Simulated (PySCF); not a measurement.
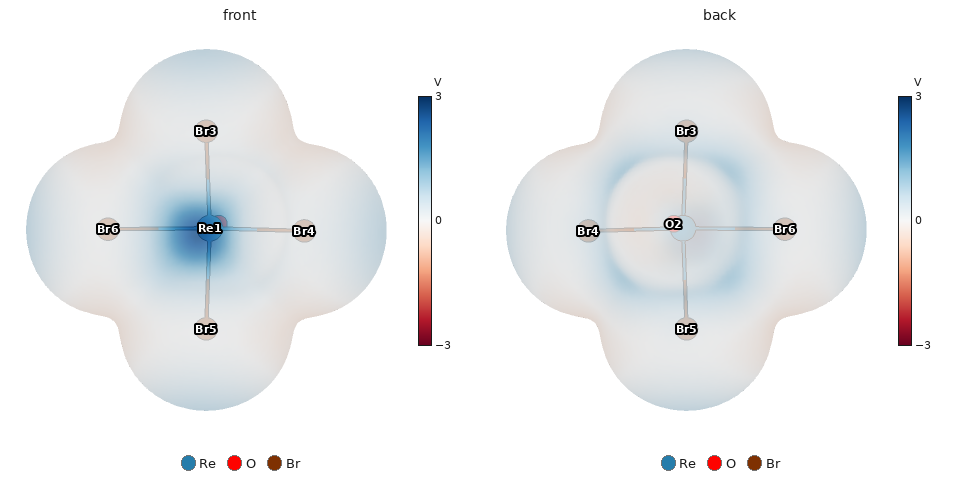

The picture shows: Br4ORe (Re(O)(Br)4) (doublet). The electrostatic potential painted on the density surface at 0.002 e/bohr³, seen from the front and from behind; red is negative and blue positive.

Core potentials replace the inner electrons of Re.

Level of theory: UKS B3LYP, Re def2-SVP with ECP60, O def2-SVP, Br def2-SVP; non-relativistic Hamiltonian with scalar-relativistic core potentials where named; density fitting in PySCF.

```yaml
atoms:
  - { symbol: Re, position_ang: [0.0000, 0.0000, 0.3303] }
  - { symbol: O, position_ang: [0.0000, 0.0000, 1.9962] }
  - { symbol: Br, position_ang: [2.3799, 0.0000, -0.3264] }
  - { symbol: Br, position_ang: [0.0000, 2.3799, -0.3264] }
  - { symbol: Br, position_ang: [-2.3799, 0.0000, -0.3264] }
  - { symbol: Br, position_ang: [0.0000, -2.3799, -0.3264] }
```

Describe the electrostatic potential map.

Answer. The most negative region (about −0.2 V) lies over the Br and O atoms, the most positive (about +2.3 V, or +53 kcal/mol for a unit charge) over Re1. Br3 shows a σ-hole: about +0.6 V, or +14 kcal/mol for a unit charge at the tip opposite its bond, against about −0.1 V on its flanks. Br4 shows a σ-hole: about +0.6 V, or +14 kcal/mol for a unit charge at the tip opposite its bond, against about −0.1 V on its flanks. Br5 shows a σ-hole: about +0.6 V, or +14 kcal/mol for a unit charge at the tip opposite its bond, against about −0.1 V on its flanks. Br6 shows a σ-hole: about +0.6 V, or +14 kcal/mol for a unit charge at the tip opposite its bond, against about −0.1 V on its flanks.
